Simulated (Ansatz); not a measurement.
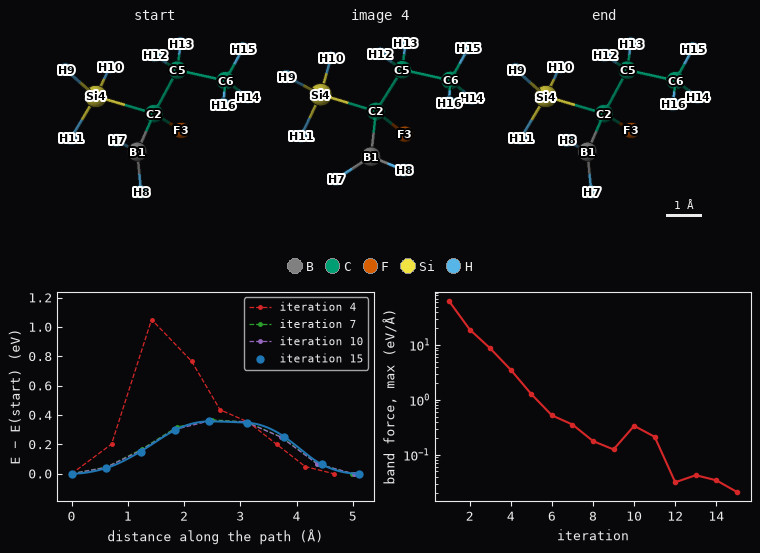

A nudged-elastic-band calculation for C3H10BFSi. Images are numbered from 0 (start) to 8 (end). The plot follows the band through its iterations. A ball-and-stick model, seen at a tilt.

Level of theory: RKS B3LYP-D4/def2-SVP in Ansatz 0.2.0. Set-up: 7 movable images; climbing image; force threshold 0.03 eV/Å; iteration limit 50; starting path through a guess of the saddle point.

Q: Did the band converge, and can the barrier be trusted?

A: The result is final at these settings. The band converged in 15 iterations. The largest component of the band force went from 62 to 0.021 eV/Å. The climbing image converged on the top of the path. Its vibrational analysis gives one imaginary mode (195i cm⁻¹), as a transition state must have. The first iteration put the highest image at 16.06 eV. The barrier is about 0.36 eV in both directions, with image 4 at the top; the ends have the same energy.

Cost: 8.5 min on 2 threads of Arm Neoverse V2, with other jobs on the host, peak memory 0.42 GiB.
